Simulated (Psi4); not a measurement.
# One shape, several levels: CH2NSn (SMILES N#[C][SnH2])

Aim: a comparison of 4 runs (U-r2SCAN/def2-SVPD, UM06-L/def2-SVPD, UPBE/def2-SVPD, USVWN5/def2-SVPD) of CH2NSn. 

The results are computed with Psi4 1.11.

3 further runs of the same task are left out: 1 that didn't finish, 2 set aside as unsound or not needed.

## (1) Starting point

CH2NSn has 5 atoms, charge 0, and is taken as a doublet. SMILES: `N#[C][SnH2]`. The Sn3–H4 distance was set to 2.223 Å, away from the relaxed value.

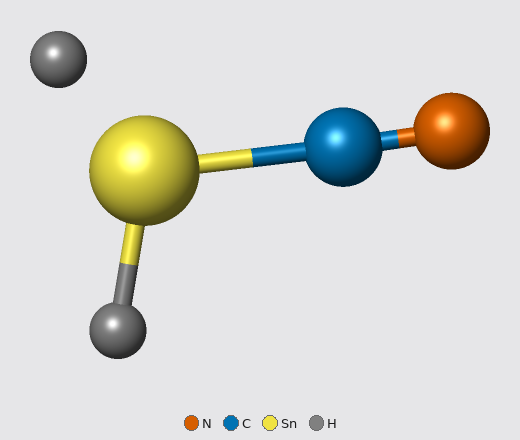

Viewed from a chosen angle; nitrogen orange, carbon blue, tin yellow, hydrogen grey.

## (2) A single-point energy at U-r2SCAN/def2-SVPD (core potential) (run 1)

Contents of calc.py:

```python
import psi4

psi4.set_memory('2200 MB')
psi4.set_num_threads(1)
psi4.set_output_file('psi4.out', False)

geom = psi4.geometry("""
0 2
N      1.331276    -1.447822     1.754918
C      1.003476    -0.763622     0.885318
Sn     0.507076     0.418978    -0.796982
H     -1.648500     0.038200    -1.184000
H      0.846476     2.032278    -0.343282
symmetry c1
""")

psi4.set_options({
    'basis': 'def2-SVPD',
    'reference': 'uks',
    'puream': True,
    'e_convergence': 1e-09,
    'd_convergence': 1e-08,
    'scf_type': 'pk',
    'dft_radial_points': 99,
    'dft_spherical_points': 590,
    'maxiter': 100,
})

e_tot = psi4.energy("r2scan")
print(f'total energy {e_tot:.8f} hartree = {e_tot * 27.211386:.5f} eV')
```

Run with:

```
$ python calc.py
```

psi4.out:

```text
[...]
    !!!  WARNING: ECP capability is in beta. Please check occupations closely.  !!!
[...]
  Running in c1 symmetry.
[...]
  Nuclear repulsion =   93.121091603709417
[...]
  Multiplicity = 2
[...]
  Nalpha       = 19
  Nbeta        = 18
[...]
    Number of basis functions: 88
[...]
   @UKS iter   1:  -307.86680149218358   -1.06818e+00   7.95887e-03 DIIS/ADIIS
[...]
   @UKS iter  18:  -308.20783762764734   -3.80851e-12   8.64149e-09 DIIS
[...]
   @S^2 Observed:                7.645929428E-01
[...]
  @UKS Final Energy:  -308.20783762764734
   => Energetics <=
    Nuclear Repulsion Energy =             93.1210916037094165
    One-Electron Energy =                -687.0874257855764426
    Two-Electron Energy =                 316.7179845786843089
    DFT Exchange-Correlation Energy =     -30.9594880244645800
    Empirical Dispersion Energy =           0.0000000000000000
    VV10 Nonlocal Energy =                  0.0000000000000000
    Total Energy =                       -308.2078376276473364
[...]
 Multipole Moments:
 ------------------------------------------------------------------------------------
     Multipole            Electronic (a.u.)      Nuclear  (a.u.)        Total (a.u.)
 ------------------------------------------------------------------------------------
 L = 1.  Multiply by 2.5417464519 to convert [e a0] to [Debye]
 Dipole X            :         -5.7784657            5.6929769           -0.0854888
 Dipole Y            :         18.2576109          -17.2965893            0.9610216
 Dipole Z            :        -27.7151391           26.4920467           -1.2230925
 Magnitude           :                                                    1.5578273
[...]
```

Standard output:

```text
total energy -308.20783763 hartree = -8386.76244 eV
```

Wall time 1.8 min (1 thread of AMD EPYC 7R43 (Zen 3), shared host); peak memory 1.1 GiB.

## (3) Energy and forces at UM06-L/def2-SVPD (core potential) (run 2)

Contents of input.json:

```json
{
 "schema_name": "qcschema_input",
 "schema_version": 1,
 "molecule": {
  "schema_name": "qcschema_molecule",
  "schema_version": 2,
  "symbols": ["N", "C", "Sn", "H", "H"],
  "geometry": [2.51574704, -2.73598706, 3.31631439, 1.89629481, -1.44303644, 1.67300855, 0.95823476, 0.79175367, -1.50607771, -3.11521352, 0.07218754, -2.23743573, 1.59960781, 3.84044883, -0.64870896],
  "molecular_charge": 0,
  "molecular_multiplicity": 2,
  "fix_symmetry": "c1",
  "fix_com": true,
  "fix_orientation": true
 },
 "driver": "gradient",
 "model": {
  "method": "m06-l",
  "basis": "def2-SVPD"
 },
 "keywords": {
  "reference": "uks",
  "puream": true,
  "e_convergence": 1e-09,
  "d_convergence": 1e-08,
  "scf_type": "pk",
  "dft_radial_points": 99,
  "dft_spherical_points": 590,
  "maxiter": 100,
  "scf_properties": ["MULLIKEN_CHARGES", "DIPOLE", "WIBERG_LOWDIN_INDICES"]
 }
}
```

Run with:

```
$ psi4 --qcschema input.json -n 1 --memory 2200MB
```

stdout:

```text
[...]
    !!!  WARNING: ECP capability is in beta. Please check occupations closely.  !!!
[...]
  Running in c1 symmetry.
[...]
  Nuclear repulsion =   93.121091576664099
[...]
  Multiplicity = 2
[...]
  Nalpha       = 19
  Nbeta        = 18
[...]
    Number of basis functions: 88
[...]
   @UKS iter   1:  -307.97974963696311   -1.04571e+00   8.05538e-03 ADIIS/DIIS
[...]
   @UKS iter  17:  -308.32707181464673   -6.25278e-13   2.99281e-09 DIIS
[...]
   @S^2 Observed:                7.565466111E-01
[...]
  @UKS Final Energy:  -308.32707181464673
   => Energetics <=
    Nuclear Repulsion Energy =             93.1210915766640994
    One-Electron Energy =                -687.0847100459415060
    Two-Electron Energy =                 316.7476575085491390
    DFT Exchange-Correlation Energy =     -31.1111108539184080
    Empirical Dispersion Energy =           0.0000000000000000
    VV10 Nonlocal Energy =                  0.0000000000000000
    Total Energy =                       -308.3270718146467289
[...]
  -Total Gradient:
     Atom            X                  Y                   Z
    ------   -----------------  -----------------  -----------------
       1       -0.009572005778     0.020068851421    -0.024050604538
       2        0.007332284127    -0.014802570032     0.012641770081
       3        0.044902990160     0.011068891282     0.024786406113
       4       -0.042102271244    -0.008260386327    -0.008817279525
       5       -0.000623638399    -0.008051433302    -0.004605457483
[...]
```

The result, in JSON:

```text
{
 "driver": "gradient",
 "model": {
  "method": "m06-l",
  "basis": "def2-SVPD"
 },
 "success": true,
 "return_result": [-0.009572005778327175, 0.020068851421285894, -0.02405060453823249, 0.007332284126631866, -0.014802570031743234, 0.012641770081470383, 0.0449029901598137, 0.011068891282348954, 0.02478640611261193, -0.042102271244421216, -0.008260386326967673, -0.00881727952535286, -0.0006236383985792973, -0.008051433302064398, -0.004605457482712329],
 "properties": {
  "calcinfo_nbasis": 88,
  "calcinfo_nmo": 88,
  "calcinfo_nalpha": 19,
  "calcinfo_nbeta": 18,
  "calcinfo_natom": 5,
  "nuclear_repulsion_energy": 93.1210915766641,
  "return_energy": -308.32707181464673,
  "return_gradient": [-0.009572005778327175, 0.020068851421285894, -0.02405060453823249, 0.007332284126631866, -0.014802570031743234, 0.012641770081470383, 0.0449029901598137, 0.011068891282348954, 0.02478640611261193, -0.042102271244421216, -0.008260386326967673, -0.00881727952535286, -0.0006236383985792973, -0.008051433302064398, -0.004605457482712329],
  "scf_one_electron_energy": -687.0847100459415,
  "scf_two_electron_energy": 316.74765750854914,
  "scf_xc_energy": -31.111110853918408,
  "scf_dipole_moment": [-0.03373368814983735, 0.9831476766459613, -1.2536736768198324],
  "scf_total_energy": -308.32707181464673,
  "scf_total_gradient": [-0.009572005778327175, 0.020068851421285894, -0.02405060453823249, 0.007332284126631866, -0.014802570031743234, 0.012641770081470383, 0.0449029901598137, 0.011068891282348954, 0.02478640611261193, -0.042102271244421216, -0.008260386326967673, -0.00881727952535286, -0.0006236383985792973, -0.008051433302064398, -0.004605457482712329],
  "scf_iterations": 17
 }
}
```

Wall time 2 min (1 thread of AMD EPYC 7R43 (Zen 3), shared host); peak memory 1.1 GiB.

## (4) The energy at UPBE/def2-SVPD (core potential) (run 3)

Contents of calc.dat:

```
memory 2200 mb

molecule geom {
  0 2
  N      1.331276    -1.447822     1.754918
  C      1.003476    -0.763622     0.885318
  Sn     0.507076     0.418978    -0.796982
  H     -1.648500     0.038200    -1.184000
  H      0.846476     2.032278    -0.343282
  symmetry c1
  no_reorient
  no_com
}

set {
  reference            uks
  puream               true
  e_convergence        1e-09
  d_convergence        1e-08
  scf_type             pk
  dft_radial_points    99
  dft_spherical_points 590
  maxiter              100
}

e_tot, wfn = energy('pbe/def2-SVPD', return_wfn=True)
oeprop(wfn, 'QUADRUPOLE', 'DIPOLE', 'WIBERG_LOWDIN_INDICES')
```

Run with:

```
$ psi4 -i calc.dat -o calc.out -n 1
```

calc.out:

```text
[...]
  Running in c1 symmetry.
[...]
  Nuclear repulsion =   93.121091603709417
[...]
  Multiplicity = 2
[...]
  Nalpha       = 19
  Nbeta        = 18
[...]
    Number of basis functions: 88
[...]
   @UKS iter   1:  -307.68005820382007   -9.35353e-01   8.46160e-03 ADIIS/DIIS
[...]
   @UKS iter  15:  -308.07066714307558   -6.42331e-12   9.41122e-09 DIIS
[...]
   @S^2 Observed:                7.542555154E-01
[...]
  @UKS Final Energy:  -308.07066714307558
   => Energetics <=
    Nuclear Repulsion Energy =             93.1210916037094165
    One-Electron Energy =                -687.0521906409849180
    Two-Electron Energy =                 316.6662893351908110
    DFT Exchange-Correlation Energy =     -30.8058574409908665
    Empirical Dispersion Energy =           0.0000000000000000
    VV10 Nonlocal Energy =                  0.0000000000000000
    Total Energy =                       -308.0706671430755819
[...]
 Multipole Moments:
 ------------------------------------------------------------------------------------
     Multipole            Electronic (a.u.)      Nuclear  (a.u.)        Total (a.u.)
 ------------------------------------------------------------------------------------
 L = 1.  Multiply by 2.5417464519 to convert [e a0] to [Debye]
 Dipole X            :        -48.6350389           48.5535573           -0.0814816
 Dipole Y            :          7.4092727           -6.4789109            0.9303618
 Dipole Z            :          1.5821255           -2.7676022           -1.1854767
 Magnitude           :                                                    1.5091611
 L = 2.  Multiply by 1.3450342976 to convert [e a0^2] to [Debye ang]
 Quadrupole XX       :       -127.1116023           98.3424916          -28.7691107
 Quadrupole XY       :         44.2407627          -41.9904725            2.2502902
[...]
```

It took 47 s on 1 thread of AMD EPYC 7R43 (Zen 3), shared host; peak memory 0.93 GiB.

## (5) Energy and forces at USVWN5/def2-SVPD (core potential) (run 4)

Contents of ch2nsn.py:

```python
import psi4

psi4.set_memory('2200 MB')
psi4.set_num_threads(1)
psi4.core.set_output_file('ch2nsn.out', False)

m = psi4.geometry("""
0 2
N      1.331276    -1.447822     1.754918
C      1.003476    -0.763622     0.885318
Sn     0.507076     0.418978    -0.796982
H     -1.648500     0.038200    -1.184000
H      0.846476     2.032278    -0.343282
symmetry c1
""")

psi4.set_options({
    'basis': 'def2-SVPD',
    'reference': 'uks',
    'puream': True,
    'e_convergence': 1e-09,
    'd_convergence': 1e-08,
    'scf_type': 'pk',
    'dft_radial_points': 99,
    'dft_spherical_points': 590,
    'maxiter': 100,
})

result, w = psi4.gradient("scf", dft_functional={"name": "SVWN5", "x_functionals": {"LDA_X": {}}, "c_functionals": {"LDA_C_VWN": {}}}, molecule=m, return_wfn=True)
psi4.oeprop(w, "MAYER_INDICES", "LOWDIN_CHARGES", "MULLIKEN_CHARGES", title="SCF")
print('gradient / Eh bohr^-1')
print(result.np.round(6))
print(f'energy = {w.energy():.10f} Eh')
```

Run with:

```
$ python ch2nsn.py
```

ch2nsn.out:

```text
[...]
    !!!  WARNING: ECP capability is in beta. Please check occupations closely.  !!!
[...]
  Running in c1 symmetry.
[...]
  Nuclear repulsion =   93.121091603709417
[...]
  Multiplicity = 2
[...]
  Nalpha       = 19
  Nbeta        = 18
[...]
    Number of basis functions: 88
[...]
   @UKS iter   1:  -306.59229219019113   -8.70154e-01   8.86682e-03 DIIS/ADIIS
[...]
   @UKS iter  15:  -307.04062517838838   -1.98952e-12   5.42407e-09 DIIS
[...]
   @S^2 Observed:                7.523664098E-01
[...]
  @UKS Final Energy:  -307.04062517838838
   => Energetics <=
    Nuclear Repulsion Energy =             93.1210916037094165
    One-Electron Energy =                -686.9233848509016980
    Two-Electron Energy =                 316.4803428163589274
    DFT Exchange-Correlation Energy =     -29.7186747475549708
    Empirical Dispersion Energy =           0.0000000000000000
    VV10 Nonlocal Energy =                  0.0000000000000000
    Total Energy =                       -307.0406251783883818
[...]
  -Total Gradient:
     Atom            X                  Y                   Z
    ------   -----------------  -----------------  -----------------
       1       -0.010222556797     0.021593166734    -0.026314446474
       2        0.010613818569    -0.022527631820     0.024461451376
       3        0.042882234312     0.015158293330     0.014317291190
       4       -0.042560288683    -0.007937160694    -0.008694201539
       5       -0.000712481331    -0.006285766333    -0.003770167624
[...]
```

On the terminal:

```text
gradient / Eh bohr^-1
[[-0.010223  0.021593 -0.026314]
 [ 0.010614 -0.022528  0.024461]
 [ 0.042882  0.015158  0.014317]
 [-0.04256  -0.007937 -0.008694]
 [-0.000712 -0.006286 -0.00377 ]]
energy = -307.0406251784 Eh
```

It took 43 s on 1 thread of AMD EPYC 7R43 (Zen 3), shared host; peak memory 0.47 GiB.

## (6) The series

| run | level | task | energy (Eh) | dipole moment (D) | HOMO energy (eV) | LUMO energy (eV) | wall time |
| --- | --- | --- | --- | --- | --- | --- | --- |
| 1 | U-r2SCAN/def2-SVPD (core potential) | energy | -308.207838 | 3.96 | -6.53 | -4.82 | 1.8 min |
| 2 | UM06-L/def2-SVPD (core potential) | gradient | -308.327072 | 4.05 | -6.08 | -5.14 | 2 min |
| 3 | UPBE/def2-SVPD (core potential) | energy | -308.070667 | 3.84 | -6.14 | -5.12 | 47 s |
| 4 | USVWN5/def2-SVPD (core potential) | gradient | -307.040625 | 3.98 | -6.19 | -5.42 | 43 s |

## (7) Results

| quantity | value |
| --- | --- |
| run 4: total energy | -307.04063 Eh |
| run 4: dipole moment | 3.98 D |
| run 4: HOMO energy (highest over α and β) | -6.19 eV |
| run 4: LUMO energy (lowest over α and β) | -5.42 eV |
| run 4: ⟨S²⟩ | 0.752 |
| run 4: largest force on an atom | 2.452 eV/Å |

What this shows: The dipole moment (its size) runs from 3.84 D (UPBE/def2-SVPD) to 4.05 D (UM06-L/def2-SVPD). Totals of different functionals can't be ranked against each other. All runs together took 5.3 min, the longest 2 min.
